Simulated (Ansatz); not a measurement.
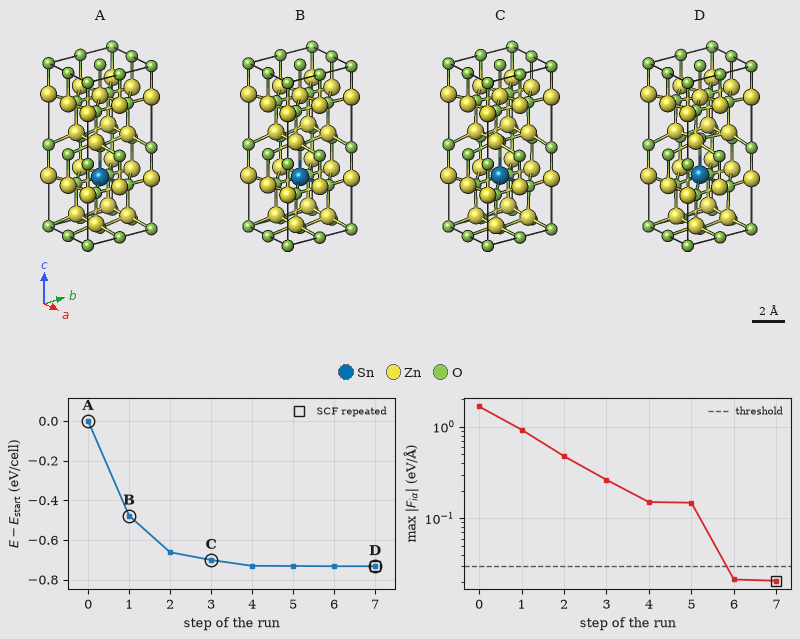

Frames of a relaxation of a defect cell of composition Zn15SnO16, marked on the history of the run. The picture is a ball-and-stick view of the cell of the calculation (origin shifted), seen slightly off an axis.

These are results of DFT, PBE, plane-wave PAW, default files, scalar-relativistic (Ansatz 0.2.0), not measurements. Settings: plane-wave cutoff 420 eV; k-point mesh 3 × 3 × 2; occupations fermi dirac; smearing width 0.01 eV; no spin polarisation; atoms relaxed in a fixed cell; force threshold 0.03 eV/Å; at most 40 steps.

Describe the path.

Over 6 accepted moves (7 points after the start) the energy falls by 0.732 eV per cell of the calculation. Largest force component: 1.7 eV/Å at the start, 0.021 eV/Å at the end. 1 step only repeated the SCF at the same geometry. An O atom moves most: 0.48 Å along +c. By element the largest moves are O 0.48 Å, Sn 0.15 Å, Zn 0.13 Å. The lattice vectors keep their values. Among the contacts that change: O–Sn 1.973 → 2.303 Å, O–Sn 1.979 → 2.142 Å, O–Zn 1.973 → 2.016 Å, O–Zn 1.979 → 1.955 Å. Bond angles that change, for instance: O–Zn–O 108.6° → 96.1°, Sn–O–Zn 108.6° → 96.7°, Zn–O–Zn 110.4° → 118.7°. From step 0 to 1: an O atom moves most (0.08 Å), energy −0.477 eV per cell of the calculation. From step 1 to 3: an O atom moves most (0.22 Å), energy −0.223 eV per cell of the calculation. From step 3 to 7: an O atom moves most (0.18 Å), energy −31.4 meV per cell of the calculation.

```json
{"step": "0", "E − E(0), meV/atom": "0.00", "largest force component, eV/Å": "1.6668", "note": ""}
{"step": "1", "E − E(0), meV/atom": "-14.91", "largest force component, eV/Å": "0.9296", "note": ""}
{"step": "2", "E − E(0), meV/atom": "-20.67", "largest force component, eV/Å": "0.4773", "note": ""}
{"step": "3", "E − E(0), meV/atom": "-21.89", "largest force component, eV/Å": "0.2631", "note": ""}
{"step": "4", "E − E(0), meV/atom": "-22.81", "largest force component, eV/Å": "0.1501", "note": ""}
{"step": "5", "E − E(0), meV/atom": "-22.83", "largest force component, eV/Å": "0.1479", "note": ""}
{"step": "6", "E − E(0), meV/atom": "-22.87", "largest force component, eV/Å": "0.0214", "note": ""}
{"step": "7", "E − E(0), meV/atom": "-22.87", "largest force component, eV/Å": "0.0207", "note": "same geometry, SCF repeated"}
```

Limits of the set-up: the periodic images lie only 6.5 Å apart, so the values are limited by the cell's size.
